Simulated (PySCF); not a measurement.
# OF₂: geometry, NMR shifts, spin-spin couplings, electronic excitations and core binding energies, part 2 of 2

PySCF 2.14.0. Atoms count from 0. Earlier steps stand in the parts before.

**5. Ultraviolet spectrum: PBE0/def2-SVPD**

The job: settings as JSON, then the geometry in Å.

```
{"job": {"kind": "uv", "xc": "PBE0", "basis": "def2-SVPD", "ip": true}, "charge": 0, "multiplicity": 1}
F     -1.093230     0.257069    -0.000000
O      0.264053     0.500531     0.000000
F      0.829177    -0.757599     0.000000
```

With the program's defaults for keys left out, this is: TDDFT PBE0/def2-SVPD, vertical, gas phase, core orbitals frozen in the response.

What it wrote:

```text
coarse grid: 3264 points
cycle   1  E = -274.1059524440  dE =  2.936e-01  |g| = 5.248e-01  |ddm| = 1.865e+00
cycle   2  E = -273.9928517500  dE =  1.131e-01  |g| = 9.739e-01  |ddm| = 7.924e-01
cycle   3  E = -274.1499906129  dE = -1.571e-01  |g| = 1.281e-01  |ddm| = 5.623e-01
cycle   4  E = -274.1525982203  dE = -2.608e-03  |g| = 2.112e-02  |ddm| = 7.966e-02
cycle   5  E = -274.1526650919  dE = -6.687e-05  |g| = 4.880e-03  |ddm| = 1.483e-02
cycle   6  E = -274.1526694551  dE = -4.363e-06  |g| = 2.742e-04  |ddm| = 3.880e-03
final grid: 34416 points
cycle   7  E = -274.1914720260  dE = -2.940e-06  |g| = 3.391e-03  |ddm| = 1.085e-02
cycle   8  E = -274.1914660065  dE =  6.019e-06  |g| = 6.835e-03  |ddm| = 5.792e-03
cycle   9  E = -274.1914740996  dE = -8.093e-06  |g| = 5.808e-04  |ddm| = 3.802e-03
cycle  10  E = -274.1914741521  dE = -5.255e-08  |g| = 4.930e-05  |ddm| = 3.887e-04
cycle  11  E = -274.1914741525  dE = -3.893e-10  |g| = 1.020e-05  |ddm| = 3.640e-05
converged SCF energy = -274.1914741525

Static polarisability (au): isotropic 13.713, principal 9.513 12.654 18.972

Singlet excitations
state   eV       nm        f      main configurations
  1   4.8449    255.9   0.00003   H->L 0.99
  2   5.4379    228.0   0.00000   H->L+1 0.98
  3   8.0932    153.2   0.00286   H-1->L 0.78, H-2->L+1 0.20
  4   8.1960    151.3   0.01078   H-2->L 0.78, H-1->L+1 0.18
  5   8.5531    145.0   0.00000   H-3->L 0.97
  6   9.2417    134.2   0.00292   H-1->L+1 0.80, H-2->L 0.19
  7   9.5330    130.1   0.00080   H-3->L+1 0.91
  8  10.1475    122.2   0.00048   H->L+2 0.97
  9  10.5264    117.8   0.13119   H-2->L+1 0.70, H-1->L 0.17, H-6->L 0.10
 10  11.1187    111.5   0.00000   H->L+3 0.97

Triplet excitations (Tamm-Dancoff, eV): 3.3794 4.1384 6.6961 6.7191
Vertical ionisation energy (delta-SCF) = 13.3435 eV
Vertical electron affinity (delta-SCF) = -0.6715 eV
```

Wall time 5.2 s (1 thread of Arm Neoverse V1, shared host); peak memory 0.31 GiB.

The orbitals next to the gap, with their largest atomic shares:

```
orbital      eV                      atoms
 HOMO−3  -13.54   F2 48 %, F0 47 %, O1 5 %
 HOMO−2  -13.04  F0 38 %, F2 38 %, O1 24 %
 HOMO−1  -13.00           F2 49 %, F0 49 %
   HOMO   -9.92  O1 56 %, F0 22 %, F2 22 %
   LUMO   -2.24  O1 46 %, F2 27 %, F0 27 %
 LUMO+1   -1.37  O1 55 %, F0 23 %, F2 22 %
 LUMO+2    1.78  O1 57 %, F0 22 %, F2 22 %
```

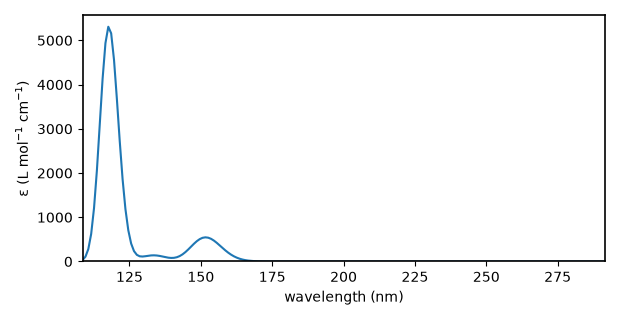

Absorption spectrum: each of the 10 states is a Gaussian band of 0.4 eV half-width at 1/e. Beyond the last state computed it falls off for lack of states.

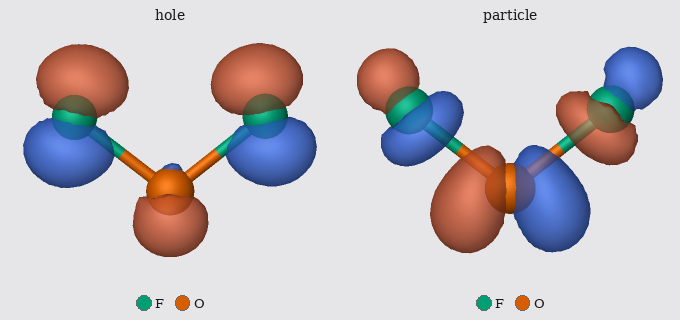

Leading natural transition orbitals of singlet state 9: the electron leaves the hole (left) for the particle orbital (right).

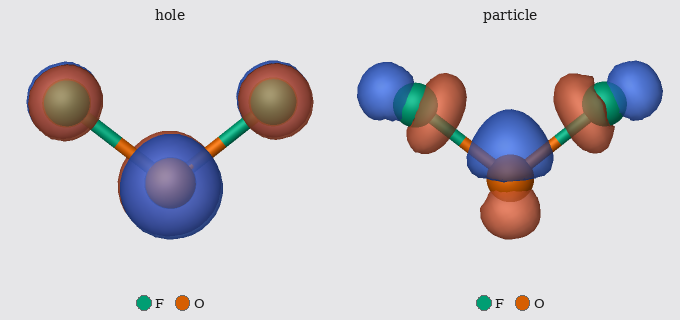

Leading natural transition orbitals of singlet state 1: the electron leaves the hole (left) for the particle orbital (right).

Further results of this job:

```csv
property,computed,measured
dipole moment (D),0.26,0.30
polarisability (Å³),2.03,–
HOMO–LUMO gap (eV),7.68,–
−ε(HOMO) (eV),9.92,–
```

Measured: gas; NIST CCCBDB Release 22 (SRD 101), experimental dipoles.

**6. Shielding tensors: WP04/pcSseg-2**

The job: settings as JSON, then the geometry in Å.

```
{"job": {"kind": "nmr", "xc": "WP04", "basis": "pcSseg-2", "pop": false}, "charge": 0, "multiplicity": 1}
F     -1.093230     0.257069    -0.000000
O      0.264053     0.500531     0.000000
F      0.829177    -0.757599     0.000000
```

Level: GIAO WP04/pcSseg-2 NMR shielding, non-relativistic, gas phase.

What it wrote:

```text
coarse grid: 3264 points
cycle   1  E = -279.3759927459  dE =  3.219e-01  |g| = 7.695e-01  |ddm| = 1.212e+00
cycle   2  E = -279.0613502618  dE =  3.146e-01  |g| = 1.617e+00  |ddm| = 6.871e-01
cycle   3  E = -279.4427622885  dE = -3.814e-01  |g| = 2.428e-01  |ddm| = 5.552e-01
cycle   4  E = -279.4526208461  dE = -9.859e-03  |g| = 3.673e-02  |ddm| = 1.168e-01
cycle   5  E = -279.4528417992  dE = -2.210e-04  |g| = 9.032e-03  |ddm| = 1.896e-02
cycle   6  E = -279.4528525198  dE = -1.072e-05  |g| = 5.269e-04  |ddm| = 3.169e-03
cycle   7  E = -279.4528525295  dE = -9.636e-09  |g| = 4.444e-04  |ddm| = 2.977e-04
final grid: 34416 points
cycle   8  E = -279.4396425586  dE = -1.776e-05  |g| = 4.215e-03  |ddm| = 8.468e-03
cycle   9  E = -279.4396276941  dE =  1.486e-05  |g| = 1.055e-02  |ddm| = 4.877e-03
cycle  10  E = -279.4396452831  dE = -1.759e-05  |g| = 5.176e-04  |ddm| = 3.472e-03
cycle  11  E = -279.4396453096  dE = -2.651e-08  |g| = 2.090e-04  |ddm| = 2.326e-04
cycle  12  E = -279.4396453139  dE = -4.330e-09  |g| = 1.280e-04  |ddm| = 1.170e-04
cycle  13  E = -279.4396453165  dE = -2.581e-09  |g| = 1.512e-05  |ddm| = 5.040e-05
cycle  14  E = -279.4396453165  dE = -3.070e-11  |g| = 1.223e-06  |ddm| = 6.095e-06
converged SCF energy = -279.4396453165

GIAO shielding tensors (ppm)
atom      isotropic    diamagn.    paramagn.     s11        s22        s33       span
  0 F      -50.972     470.666    -521.638   -505.224     19.442    332.866    838.090
  1 O     -552.782     378.100    -930.881   -634.404   -570.226   -453.715    180.689
  2 F      -51.218     470.671    -521.888   -506.018     19.154    333.211    839.229
```

It took 2.1 s on 1 thread of Arm Neoverse V1, shared host; peak memory 0.36 GiB.

This run: δ F0 228.4, O1 866.8 ppm (means over like atoms).

**7. Core-electron binding energies: SCAN, X2C**

The job: settings as JSON, then the geometry in Å.

```
{"job": {"kind": "xps"}, "charge": 0, "multiplicity": 1}
F     -1.093230     0.257069    -0.000000
O      0.264053     0.500531     0.000000
F      0.829177    -0.757599     0.000000
```

Level: delta-SCF UKS SCAN, pcX-2 on the ionised atom, pcseg-1 elsewhere, spin-free X2C.

What it wrote:

```text
ground state, core basis on atom 0 (F), 73 functions
  cycle   1  E = -274.77526722  |g| = 5.66e-01
  cycle   2  E = -274.51133640  |g| = 1.38e+00
  cycle   3  E = -274.81944285  |g| = 1.42e-01
  cycle   4  E = -274.82280430  |g| = 3.05e-02
  cycle   5  E = -274.82280031  |g| = 2.93e-02
  cycle   6  E = -274.82293912  |g| = 6.32e-03
  cycle   7  E = -274.82294596  |g| = 9.78e-04
  cycle   8  E = -274.82294612  |g| = 1.29e-04
  E(ground) = -274.81982059 Eh
hole in F 1s of atom 0
  cycle   1  E = -248.38119054  |g| = 2.57e+00
  cycle   2  E = -247.37490589  |g| = 2.67e+00
  cycle   3  E = -248.32822851  |g| = 1.52e+00
  cycle   4  E = -249.05848483  |g| = 8.03e-01
  cycle   5  E = -249.26800877  |g| = 1.30e-01
  cycle   6  E = -249.27112961  |g| = 8.55e-02
  cycle   7  E = -249.27379369  |g| = 1.49e-02
  cycle   8  E = -249.27387558  |g| = 2.39e-03
  cycle   9  E = -249.27387794  |g| = 5.89e-04
  cycle  10  E = -249.27387828  |g| = 2.56e-04
  E(ion) = -249.27790442 Eh   <S^2> = 0.7661   hole on atom = 1.000   binding energy = 695.031 eV
ground state, core basis on atom 1 (O), 73 functions
  cycle   1  E = -274.81005838  |g| = 1.35e-01
  cycle   2  E = -274.80059691  |g| = 2.58e-01
  cycle   3  E = -274.81130530  |g| = 4.84e-02
  cycle   4  E = -274.81161130  |g| = 2.11e-02
  cycle   5  E = -274.81168368  |g| = 4.07e-03
  cycle   6  E = -274.81168794  |g| = 3.48e-04
  E(ground) = -274.80626741 Eh
hole in O 1s of atom 1
  cycle   1  E = -253.99267993  |g| = 2.18e+00
  cycle   2  E = -252.48814549  |g| = 2.78e+00
  cycle   3  E = -254.27648421  |g| = 1.23e+00
  cycle   4  E = -254.72967554  |g| = 3.76e-01
  cycle   5  E = -254.77316435  |g| = 7.43e-02
  cycle   6  E = -254.77524910  |g| = 2.15e-02
  cycle   7  E = -254.77575128  |g| = 1.12e-02
  cycle   8  E = -254.77591203  |g| = 1.52e-02
  cycle   9  E = -254.77606579  |g| = 7.37e-03
  cycle  10  E = -254.77611402  |g| = 1.81e-03
  cycle  11  E = -254.77611573  |g| = 3.26e-04
  E(ion) = -254.77121568 Eh   <S^2> = 0.8433   hole on atom = 1.000   binding energy = 545.182 eV
```

Wall time 2 s (1 thread of Arm Neoverse V1, shared host); peak memory 0.36 GiB.

The holes in one table. −ε is the ground-state orbital energy:

| hole | stands for | environment | ΔSCF (eV) | −ε (eV) | ⟨S²⟩ | measured (eV) |
| --- | --- | --- | --- | --- | --- | --- |
| F1s on F0 | F0, F2 | fluorine bonded to O | 695.03 | 669.1 | 0.766 | 695.07 |
| O1s on O1 | O1 | oxygen bonded to 2 F | 545.18 | 522.4 | 0.843 | – |

Measured: gas; Jolly, The use of core electron binding energies as bench marks for the comparison of valence shell ionization potentials, LBL-11396 (1980); values from Bakke, Chen, Jolly 1980.

Each hole run stands for the others of its class of like atoms.

**8. Run by run: NMR shifts**

Shifts (ppm), means over like atoms, with basis size and wall time:

| run | F0 | O1 | functions | time |
| --- | --- | --- | --- | --- |
| PBE0/pcSseg-1 | 172.2 | 801.2 | 51 | 1.8 s |
| WP04/pcSseg-2 | 228.4 | 866.8 | 108 | 2.1 s |

**9. Results**

What follows sums up all 2 parts.

```
                                                                 quantity                                             value
                                                              point group                                               C2v
                                     rotational constants (main isotopes)                            62.31, 11.26, 9.54 GHz
19F shifts against CFCl3 (PBE0/pcSseg-1, means over atoms taken as alike)                                         172.2 ppm
                                   17O shifts against H2O (PBE0/pcSseg-1)                                         801.2 ppm
                                 measured, and computed on the same scale          O1 σ -493.6, -466.6; F0 σ -59.7, 5.1 ppm
                                    surface potential, 1st and 99th percentile                                -0.20 V and 0.83 V
                              largest coupling of the table (B3LYP/pcJ-1)                          2J(F,F) F0–F2, 1782.5 Hz
                                          lowest singlet (PBE0/def2-SVPD)                       4.84 eV (256 nm), f = 0.000
                                 brightest single state of those computed                      state 9, 10.53 eV, f = 0.131
                                                           lowest triplet                                           3.38 eV
                                        vertical ionisation energy (ΔSCF)                                          13.34 eV
                                        vertical electron affinity (ΔSCF)  -0.67 eV (unbound: the value hangs on the basis)
                                         F1s binding energies, SCAN/pcX-2                                      F0 695.03 eV
                                         O1s binding energies, SCAN/pcX-2                                      O1 545.18 eV
                                                 range of the shift of O1                                801.2 to 866.8 ppm
```

In words: Over 4 steps the energy fell by 0.115 eV; of the close pairs, F0–O1 changed most, 1.416 to 1.379 Å. No frequency check was run at this level, so the end point may be a saddle. The one measured 17O shielding is missed by +27.0 ppm (computed less measured, unscaled). The one measured 19F shielding is missed by +64.8 ppm (computed less measured, unscaled). Vibration and temperature are missing from the calculation, so part of the miss against the measured shifts is not the functional's. At PBE0/pcSseg-1, counted by nearest atom on the grid, the HOMO lies on O1 58 %; F0, F2 about 21 % each, the LUMO on O1 48 %; F0, F2 about 26 % each. Density functionals describe couplings to fluorine poorly, F–F couplings above all, so those rows are rough. The one measured coupling, F0–O1, differs from the computed size by 59.0 Hz; vibrational averaging and surroundings are not included. The orbital energy would give 9.92 eV for ionisation, ΔSCF gives 13.34 eV. The dipole moment, 0.26 D, compares with 0.30 D measured.
